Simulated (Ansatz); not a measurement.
**Phonon calculation, with input and output: SiH₂BrClO**

System: SiH₂BrClO.
Method: RKS PBE0-D4/def2-TZVP (Ansatz 0.2.0).

The geometry is a transition state. The reaction was set up to form Br2–H4 and to break Si1–Br2 and O3–H4 (atoms counted from 1 in the order of the input); sticks are drawn by distance alone. The geometry comes from this level: PBE0-D4/def2-TZVP. Figures and captions count atoms from 1; the log counts them from 0 in places.

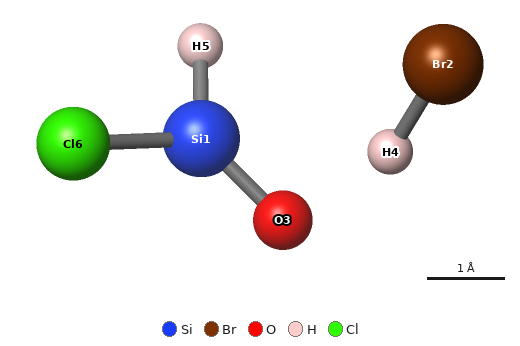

*The structure as given in the input (ball-and-stick view, seen at a tilt; atoms are numbered from 1 in the order of the input).*

## Key numbers

| quantity | value |
| --- | --- |
| outcome | converged |
| total energy | −92511.6764 eV |
| mean-field energy | −92511.5387 eV |
| dispersion energy | −0.1377 eV |
| largest force (length of the vector) | 0.007 eV/Å |
| dipole moment | 3.90 D |
| hardware | 4 threads of Intel Xeon @ 2.50GHz, 180 GiB of memory available, shared host |
| wall time | 1.9 min (CPU time 6.8 min) |
| peak memory | 0.45 GiB |

## The input
```yaml
crystal:
  periodic: [false, false, false]
  atoms:
    - {symbol: Si, position_ang: [-0.251361, -0.744135, 0.473172]}
    - {symbol: Br, position_ang: [0.340035, 2.070076, -1.563887]}
    - {symbol: O, position_ang: [1.202520, -0.414701, 0.189095]}
    - {symbol: H, position_ang: [1.051445, 0.993346, -0.881234]}
    - {symbol: H, position_ang: [-1.251955, -1.182783, -0.511766]}
    - {symbol: Cl, position_ang: [-1.090683, -0.721803, 2.294720]}
basis:
  gaussian: {orbitals: def2-TZVP}
hamiltonian: {xc: pbe0, dispersion: d4}
phonons: {temperatures: {t_min: 298.15, t_max: 900, t_step: 200}}
```

Command:
```bash
ansatz run in.yaml --threads 4 --pin off --events-out ev --progress --plain --max-ram 9574MiB
```

## Log
```
Functional definition: PBE0
  name "PBE0"
  cite "Adamo & Barone, J. Chem. Phys. 110, 6158 (1999) doi:10.1063/1.478522"
  cite "Perdew, Burke & Ernzerhof, Phys. Rev. Lett. 77, 3865 (1996) doi:10.1103/PhysRevLett.77.3865"
  parent pbe
  parameter a = 0.25
  parameter kappa = 0.804
  parameter beta = 0.06672455060314922
  exchange = (1 - a)*pbe_x(kappa = kappa, mu = beta*pi^2/3) + a*exact_x
  correlation = pbe_c(beta = beta)
1188 factors; their error is unknown
mean field evaluation 1: about -92504.2850 eV, gradient 6.2e1 eV
mean field evaluation 2: about -92442.6001 eV, gradient 1.7e2 eV
mean field evaluation 4: about -92510.9555 eV, gradient 5.8e0 eV
mean field evaluation 8: about -92511.0249 eV, gradient 1.6e-1 eV
mean field evaluation 16: about -92511.5386 eV, gradient 2.3e-4 eV
mean field -92511.53864732 eV, -3399.7363387159 hartree, gradient 1.5e-5 eV, S^2 0.000000; 0 other end points of the search recorded, 0 dependent functions left out
the calculation of the forces begins
reference -92511.53867619 eV, -3399.7363397767 hartree; 38, 38 occupied and 127, 127 virtual orbitals, 1188 factors
these checks for a lower state are left out or cut short: stability, starts, cluster_reference, orbital_swaps, neighbouring_geometries, increment
1188 factors; their error is unknown
mean field -92511.53841733 eV, -3399.7363302639 hartree, gradient 2.7e-6 eV, S^2 0.000000; 0 other end points of the search recorded, 0 dependent functions left out
[... from here on the field's lines of each further geometry are left out, up to the last ...]
the calculation of the forces begins
reference -92511.53864566 eV, -3399.7363386548 hartree; 38, 38 occupied and 127, 127 virtual orbitals, 1188 factors
these checks for a lower state are left out or cut short: stability, starts, cluster_reference, orbital_swaps, neighbouring_geometries, increment
1188 factors; their error is unknown
mean field -92511.53856660 eV, -3399.7363357494 hartree, gradient 2.4e-6 eV, S^2 0.000000; 0 other end points of the search recorded, 0 dependent functions left out
the calculation of the forces begins
reference -92511.53859546 eV, -3399.7363368101 hartree; 38, 38 occupied and 127, 127 virtual orbitals, 1188 factors
WARN: phonons: modes at or below zero, which the zero-point energy, F, S and C_V leave out: 1, the lowest at -28.89 cm⁻¹. A minimum has none, and a first-order saddle one
Total energy: -92511.67641728 eV, -3399.7414016687 hartree
Atom 0 at    -0.251361    -0.744135     0.473172 Å, force    -0.004229    -0.004758     0.002746 eV/Å
Atom 1 at     0.340035     2.070076    -1.563887 Å, force    -0.002139    -0.002448     0.001875 eV/Å
Atom 2 at     1.202520    -0.414701     0.189095 Å, force    -0.002665     0.001157     0.000371 eV/Å
Atom 3 at     1.051445     0.993346    -0.881234 Å, force     0.004416     0.002405    -0.001768 eV/Å
Atom 4 at    -1.251955    -1.182783    -0.511766 Å, force     0.001905     0.001915    -0.000888 eV/Å
Atom 5 at    -1.090683    -0.721803     2.294720 Å, force     0.002711     0.001729    -0.002336 eV/Å
Dipole moment:    -0.586458    -0.491691     0.268350 e Å
Vibrations: -28.89 43.74 136.05 287.00 477.14 517.51 559.73 593.78 833.64 1235.00 2200.18 2305.43 cm⁻¹, zero-point energy 0.569657 eV
```

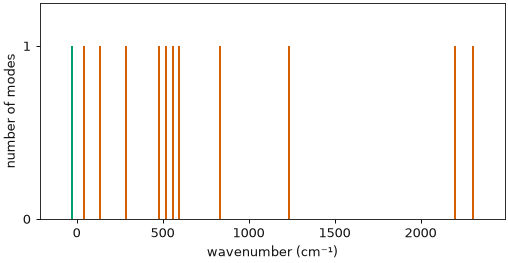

*Harmonic vibrational wavenumbers from the force constants; neighbouring modes closer than 11 cm⁻¹ are counted in one stick, and imaginary ones are drawn at negative wavenumbers.*

12 modes from 29i to 2305 cm⁻¹, 1 imaginary beyond 8i (29i cm⁻¹): not a clean minimum; so soft a mode can be a shallow saddle, an incomplete relaxation or noise of the force constants.

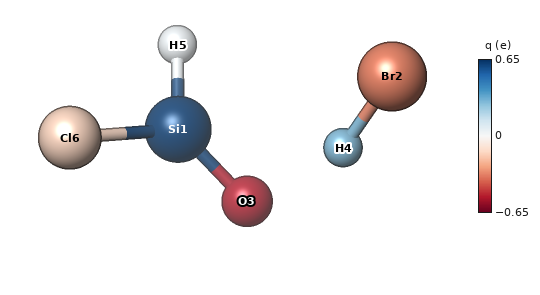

*Mulliken charges, as the colour of each atom (ball-and-stick view, seen at a tilt; atoms are numbered from 1 in the order of the input).*

By element: Si +0.62, Br −0.32, O −0.51, H +0.05 to +0.29 and Cl −0.13 e.
